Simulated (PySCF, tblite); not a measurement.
# C7H11 radical: geometry, infrared bands and EPR parameters

Wanted: the infrared bands and EPR parameters of C7H11 radical (`CCC1=C[CH]CC1`), by calculation.

Programs: tblite 0.8.0 and PySCF 2.14.0, with density-fitted response routines of our own. Each step states its level of theory. These are calculated values for one molecule in the gas phase, unless marked as measured. Atoms are numbered from 0 throughout.

## (1) The molecule as given

18 atoms, charge 0, multiplicity 2; geometry from: force field or distance geometry start.

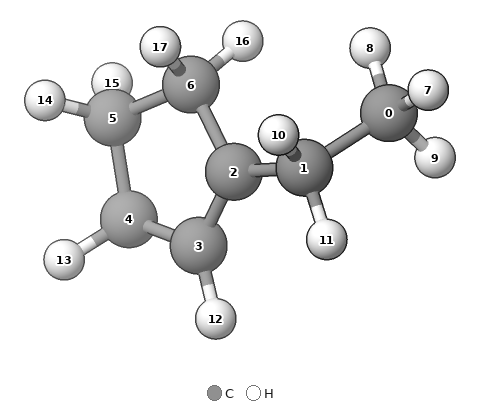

As it starts; carbon grey, hydrogen white, atoms numbered.

## (2) Relaxing the molecule with GFN2-xTB

What the job is given:

```
{"job": {"kind": "relax", "xc": "GFN2-xTB", "basis": "xTB"}, "charge": 0, "multiplicity": 2}
C      2.402500     0.029300    -0.457900
C      1.344800    -0.752800     0.282200
C     -0.008400    -0.403100    -0.191800
C     -0.934800    -1.179900    -0.754100
C     -2.166400    -0.431800    -1.082000
C     -1.996500     0.914500    -0.467800
C     -0.535400     1.008800    -0.107100
H      3.343700     0.024200     0.139400
H      2.137100     1.097400    -0.564300
H      2.611400    -0.445300    -1.424200
H      1.498200    -0.563000     1.366300
H      1.532100    -1.840100     0.126000
H     -0.842500    -2.262000    -0.929900
H     -3.037100    -0.964600    -0.647400
H     -2.615300     1.082400     0.433500
H     -2.313400     1.690600    -1.201600
H      0.033800     1.702700    -0.748000
H     -0.462600     1.298900     0.952300
```

Command:

```sh
$ OMP_NUM_THREADS=1 python probes_run.py task.json out
```

One launch serves the whole session: the jobs run in the order shown.

Output:

```text
step      E/eV     max force
  0    -557.82641    3.549
  1    -558.11328    2.120
  2    -558.25960    1.291
  3    -558.38931    1.113
  4    -558.48831    0.740
  5    -558.52780    0.627
  6    -558.58376    0.554
  7    -558.62693    0.565
  8    -558.65225    0.443
  9    -558.66950    0.291
 10    -558.68190    0.377
 11    -558.69476    0.271
 12    -558.70342    0.223
 13    -558.70809    0.141
 14    -558.71172    0.161
 15    -558.71532    0.177
 16    -558.71750    0.087
 17    -558.71941    0.101
 18    -558.72155    0.147
 19    -558.72416    0.171
 20    -558.72651    0.116
 21    -558.72848    0.096
 22    -558.73044    0.115
 23    -558.73254    0.189
 24    -558.73439    0.183
 25    -558.73579    0.111
 26    -558.73695    0.100
 27    -558.73813    0.099
 28    -558.73940    0.131
 29    -558.74066    0.121
 30    -558.74199    0.087
 31    -558.74371    0.102
 32    -558.74599    0.134
 33    -558.74855    0.154
 34    -558.75093    0.123
 35    -558.75294    0.113
 36    -558.75468    0.092
 37    -558.75612    0.109
 38    -558.75726    0.104
 39    -558.75815    0.063
 40    -558.75867    0.106
 41    -558.75951    0.070
 42    -558.76016    0.078
 43    -558.76099    0.060
 44    -558.76150    0.062
 45    -558.76210    0.043
 46    -558.76239    0.040
 47    -558.76258    0.038
 48    -558.76279    0.039
 49    -558.76303    0.041
 50    -558.76321    0.031
 51    -558.76331    0.024
 52    -558.76341    0.029
 53    -558.76354    0.034
 54    -558.76368    0.033
 55    -558.76377    0.026
 56    -558.76383    0.020
 57    -558.76388    0.020
 58    -558.76395    0.026
 59    -558.76403    0.031
 60    -558.76410    0.028
 61    -558.76415    0.021
 62    -558.76420    0.016
 63    -558.76425    0.018
 64    -558.76430    0.021
 65    -558.76435    0.020
 66    -558.76443    0.025
 67    -558.76452    0.026
 68    -558.76462    0.026
 69    -558.76472    0.025
 70    -558.76483    0.031
 71    -558.76499    0.039
 72    -558.76521    0.042
 73    -558.76547    0.051
 74    -558.76567    0.041
 75    -558.76580    0.029
 76    -558.76590    0.029
 77    -558.76597    0.020
 78    -558.76602    0.015
 79    -558.76605    0.010
 80    -558.76607    0.012
 81    -558.76608    0.010
 82    -558.76610    0.008
```

Run time: 0.47 s. Hardware: 1 thread of Arm Neoverse V1, shared host.

The steps of the relaxation: (not every step is listed)

```csv
step,energy from step 0 (eV),largest force (eV/Å)
0,0.0000,3.5495
1,-0.2869,2.1203
2,-0.4332,1.2915
3,-0.5629,1.1126
4,-0.6619,0.7397
5,-0.7014,0.6268
6,-0.7573,0.5540
7,-0.8005,0.5652
8,-0.8258,0.4433
14,-0.8853,0.1608
20,-0.9001,0.1163
26,-0.9105,0.1000
32,-0.9196,0.1345
38,-0.9308,0.1044
44,-0.9351,0.0615
50,-0.9368,0.0312
56,-0.9374,0.0195
62,-0.9378,0.0158
68,-0.9382,0.0260
74,-0.9393,0.0412
77,-0.9396,0.0202
78,-0.9396,0.0149
79,-0.9396,0.0105
80,-0.9397,0.0124
81,-0.9397,0.0102
82,-0.9397,0.0081
```

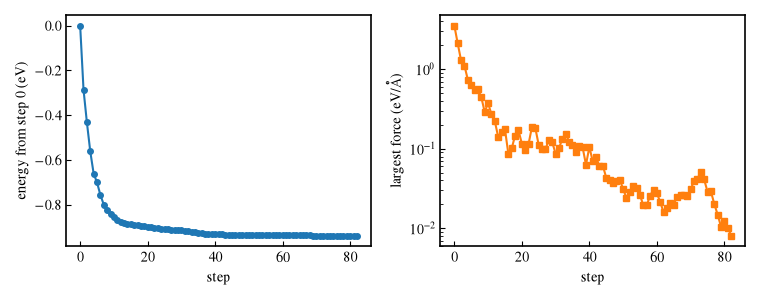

Energy and largest force along the relaxation.

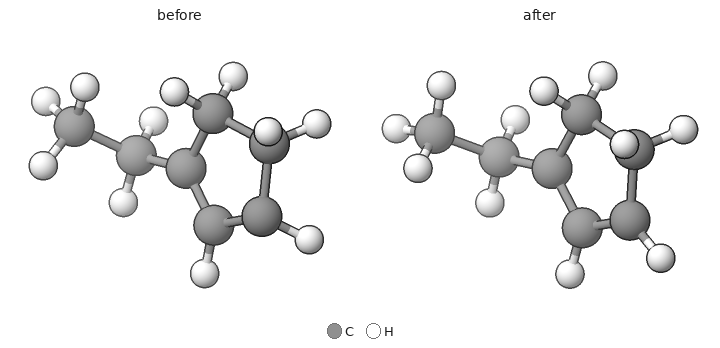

Before and after, at one scale.

Distances of close pairs at the start and the end, largest changes first:

```csv
bond,before (Å),after (Å),change (Å)
C3–C4,1.478,1.373,-0.105
C2–C3,1.333,1.381,+0.048
C4–H13,1.109,1.074,-0.036
C5–C6,1.508,1.540,+0.032
C0–H7,1.115,1.088,-0.027
C0–C1,1.509,1.534,+0.024
C3–H12,1.100,1.077,-0.023
C1–H11,1.114,1.092,-0.022
```

The final coordinates are the input of the step that follows.

## (3) Infrared spectrum with GFN2-xTB

What the job is given:

```
{"job": {"kind": "ir", "xc": "GFN2-xTB", "basis": "xTB"}, "charge": 0, "multiplicity": 2}
C      2.443778     0.005214    -0.531537
C      1.386133    -0.708443     0.319564
C     -0.001361    -0.358035    -0.079722
C     -0.961665    -1.208171    -0.593146
C     -2.142395    -0.549622    -0.834017
C     -2.018271     0.892220    -0.465298
C     -0.570397     1.025176     0.041671
H      3.439730    -0.327761    -0.248470
H      2.388232     1.081560    -0.389578
H      2.291095    -0.213850    -1.585786
H      1.548865    -0.435345     1.368766
H      1.522485    -1.788069     0.227040
H     -0.800254    -2.257362    -0.775738
H     -3.046182    -0.976801    -1.225628
H     -2.747080     1.169078     0.302735
H     -2.209727     1.538755    -1.327394
H     -0.001149     1.741491    -0.557207
H     -0.530595     1.376283     1.077329
```

Output:

```text
mode    cm-1     km/mol
  1      27.4      0.08
  2     110.8      0.31
  3     175.5      0.30
  4     209.8      0.04
  5     308.1      0.11
  6     368.8      0.77
  7     467.5      7.27
  8     591.1      1.15
  9     637.7     12.08
 10     739.7      1.65
 11     795.7      4.16
 12     815.7      5.95
 13     874.4     11.73
 14     886.1      1.37
 15     966.0      0.25
 16     982.4      9.14
 17    1003.6      2.55
 18    1049.7      2.19
 19    1060.1      0.20
 20    1072.7      7.73
 21    1101.3      0.65
 22    1106.8      0.10
 23    1170.3      0.12
 24    1224.3      3.56
 25    1229.4      3.43
 26    1252.8      4.61
 27    1274.8      4.61
 28    1310.1      3.54
 29    1318.3      0.30
 30    1402.9      0.74
 31    1425.7      6.22
 32    1460.3      5.97
 33    1470.9      2.95
 34    1473.9      5.05
 35    1492.5      2.32
 36    1501.9      1.72
 37    1506.1      2.96
 38    2902.4      3.37
 39    2913.1     35.21
 40    2921.7     78.92
 41    2940.7     52.59
 42    2954.1     41.76
 43    2979.6     35.00
 44    3031.6     52.99
 45    3037.2     40.26
 46    3042.2     30.51
 47    3110.0     43.46
 48    3142.8     41.71
```

Run time: 0.53 s. Hardware: 1 thread of Arm Neoverse V1, shared host.

Which atoms move in the most intense modes:

```csv
cm⁻¹,km/mol,atoms
2913,35.2,H10 90 %
2922,78.9,"H17 39 %, H16 22 %, H15 16 %, H14 12 %"
2941,52.6,"H14 37 %, H15 31 %, H16 18 %"
2954,41.8,"H16 40 %, H17 27 %, H15 14 %, H14 13 %"
3032,53.0,H7 86 %
3037,40.3,"H9 78 %, H8 12 %"
3110,43.5,H12 89 %
3143,41.7,H13 88 %
```

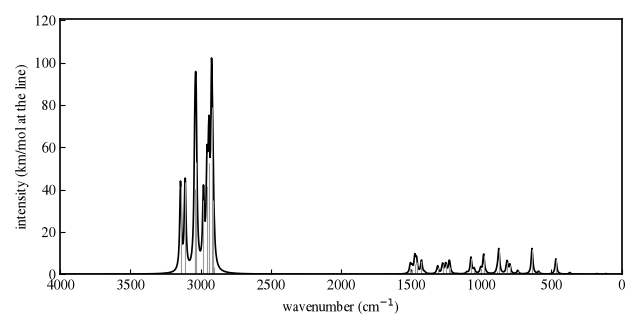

The infrared spectrum from these modes, unscaled. Lines are broadened to a width of 14 cm⁻¹ (Lorentzian).

## (4) EPR parameters: B3LYP/pcH-1

Settings changed since step 3:

```diff
@@ -1,2 +1,2 @@
-{"job": {"kind": "ir", "xc": "GFN2-xTB", "basis": "xTB"}, "charge": 0, "multiplicity": 2}
+{"job": {"kind": "epr", "basis": "pcH-1"}, "charge": 0, "multiplicity": 2}
 C      2.443778     0.005214    -0.531537
```

With the program's defaults for keys left out, this is: UKS B3LYP, pcH-1 on C H, non-relativistic, mean-field spin-orbit, GIAO.

Output:

```text
UKS, coarse grid
  cycle   1  E = -273.27421421  |g| = 3.48e-01
  cycle   2  E = -273.25293021  |g| = 4.12e-01
  cycle   3  E = -273.34264315  |g| = 2.91e-02
  cycle   4  E = -273.34302225  |g| = 2.19e-02
  cycle   5  E = -273.34326506  |g| = 9.92e-03
  cycle   6  E = -273.34333238  |g| = 3.79e-03
  cycle   7  E = -273.34334615  |g| = 2.26e-03
  cycle   8  E = -273.34335062  |g| = 3.24e-04
UKS, final grid
  cycle   1  E = -273.34336353  |g| = 3.62e-04
  cycle   2  E = -273.34336348  |g| = 4.84e-04
  cycle   3  E = -273.34336360  |g| = 6.41e-05
  cycle   4  E = -273.34336360  |g| = 2.40e-05
E = -273.34336360 Eh   <S^2> = 0.7734 (exact 0.7500)
g shifts (ppm)      1          2          3
  rmc          -146       -146       -146
  gc             -4         28         28
  oz_so           3        545        839
  total        -147        427        720
hyperfine (MHz)  atom isotope    a_iso     a_fc   dipolar eigenvalues
    0   13C      41.27      41.27     -2.97     -2.72      5.69
    1   13C     -21.00     -21.00     -1.19     -0.06      1.25
    2   13C      56.91      56.91    -50.93    -49.68    100.60
    3   13C     -45.60     -45.60    -26.70     11.86     14.84
    4   13C      54.27      54.27    -51.11    -49.38    100.49
    5   13C     -19.30     -19.30     -0.74      0.14      0.60
    6   13C     -19.16     -19.16     -0.42     -0.03      0.45
    7    1H       4.09       4.09     -1.99     -1.28      3.27
    8    1H      -2.31      -2.31     -2.70     -1.21      3.91
    9    1H      -2.25      -2.25     -3.49     -1.13      4.61
   10    1H      54.29      54.29     -3.19     -2.82      6.01
   11    1H       2.60       2.60     -3.48     -2.47      5.95
   12    1H      10.24      10.24     -4.71     -0.46      5.17
   13    1H     -41.86     -41.86    -25.04      0.08     24.96
   14    1H      68.80      68.80     -3.63     -2.00      5.63
   15    1H      67.83      67.83     -3.71     -1.91      5.62
   16    1H      66.31      66.31     -3.52     -1.86      5.38
   17    1H      63.29      63.29     -3.53     -1.75      5.28
```

Wall time 79 s (1 thread of Arm Neoverse V1, shared host); peak memory 0.98 GiB.

Principal g values 2.00217, 2.00275, 2.00304; g(iso) = 2.00265, against 2.00232 for a free electron.

Hyperfine couplings; where a row names several nuclei, a(iso) is their mean (it holds for fast rotation or exchange) and the dipolar term the largest among them:

```csv
nuclei,isotope,a(iso) (MHz),"a(iso) (G, at g = 2.0023)",largest dipolar term (MHz)
"H14, H15",1H,68.3,24.4,5.6
"H16, H17",1H,64.8,23.1,5.4
C2,13C,56.9,20.3,100.6
C4,13C,54.3,19.4,100.5
C3,13C,-45.6,-16.3,-26.7
H13,1H,-41.9,-14.9,-25.0
C0,13C,41.3,14.7,5.7
"H10, H11",1H,28.4,10.2,6.0
C1,13C,-21.0,-7.5,1.3
C5,13C,-19.3,-6.9,-0.7
C6,13C,-19.2,-6.8,0.4
H12,1H,10.2,3.7,5.2
"H7, H8, H9",1H,-0.2,-0.1,4.6
```

Mulliken spin populations:

C0 0.02; C1 -0.05; C2 0.61; C3 -0.24; C4 0.64; C5 -0.05; C6 -0.05; H7 0.00; H8 0.00; H9 0.00; H10 0.03; H11 0.00; H12 0.01; H13 -0.03; H14 0.03; H15 0.02; H16 0.03; H17 0.03

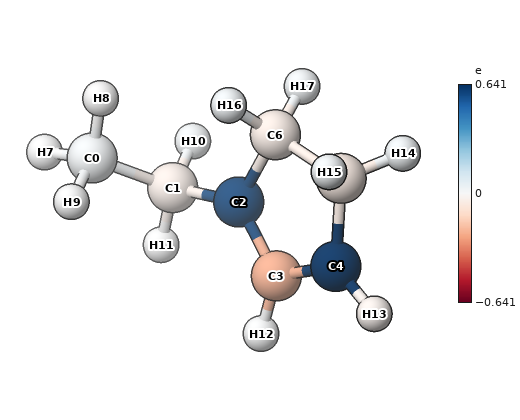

Mulliken spin populations, as colours on the atoms.

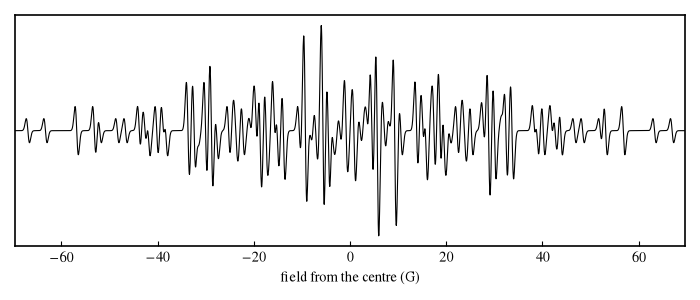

First-order isotropic spectrum (first derivative, main isotopes with spin only, couplings over 0.8 MHz, Gaussian width 0.3 G; couplings of the frozen geometry, rotation of groups not averaged beyond the rows shown).

Orbitals, density, ELF and potential are computed afterwards from the orbital file.

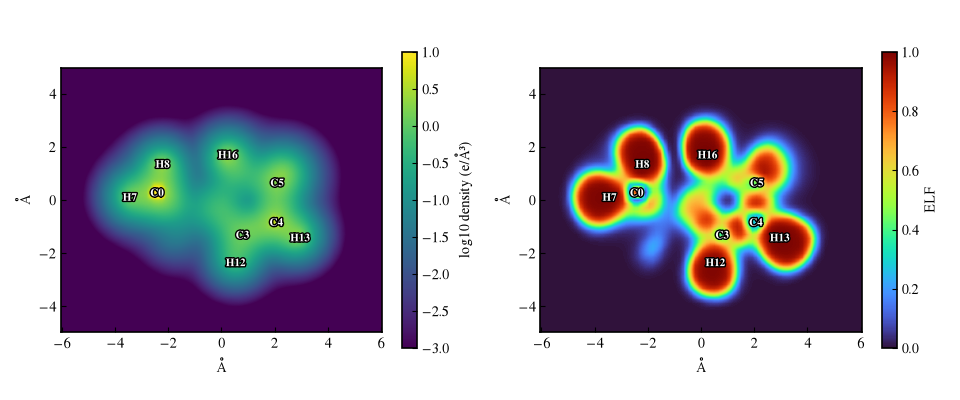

Density (left) and ELF (right) in a plane through or near 9 of the atoms.

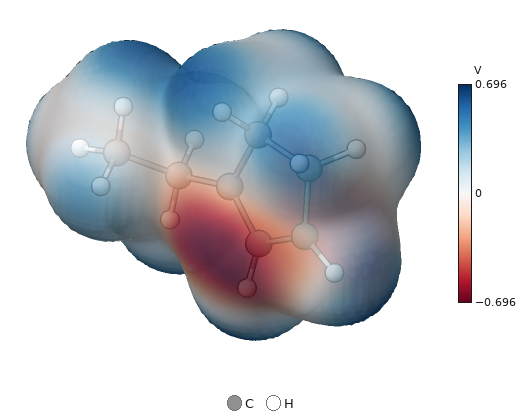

Electrostatic potential on the surface of density 0.002 e/bohr³; red is low, blue high. It runs from -0.70 V near C3 to 0.63 V near H12.

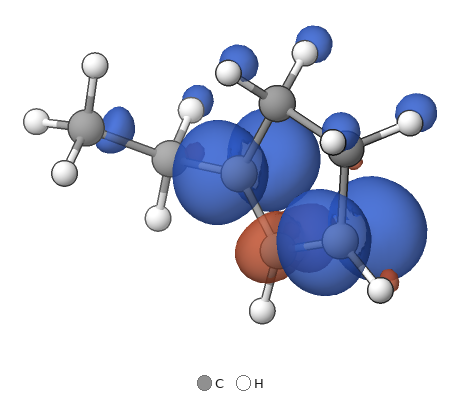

Spin density at ±0.03 e/Å³ (alpha excess blue, beta excess red).

## (5) Outcome

| quantity | value |
| --- | --- |
| strongest single infrared mode (GFN2-xTB) | 2922 cm⁻¹, 79 km/mol |
| zero-point energy (GFN2-xTB) | 98.4 kcal/mol |
| g(iso) (B3LYP) | 2.00265 |
| ⟨S²⟩ | 0.773 (exact 0.75) |
| largest a(iso) (averaged by class) | 1H on H14, H15, 68.3 MHz |
| potential on the surface of density 0.002 e/bohr³, 1st and 99th percentile | -0.70 V and 0.63 V |

What this shows: Over 82 steps the energy fell by 0.940 eV; of the close pairs, C3–C4 changed most, 1.478 to 1.373 Å. No mode is imaginary among the 48: a minimum at this level. The strongest single mode, at 2922 cm⁻¹, is spread over several atoms, H17, H16, H15, H14 among them. Unscaled tight-binding wavenumbers are off by several per cent, some by more. Its intensities can rank the bands wrongly. The largest spin populations lie on C4 (0.64 e), C2 (0.61 e). The isotropic g lies 0.3 ppt above the free-electron value. These values are for one conformer; the search (at its own cheap level) found 1 more, at 0.36 kcal/mol, and measured spectra average over such forms.
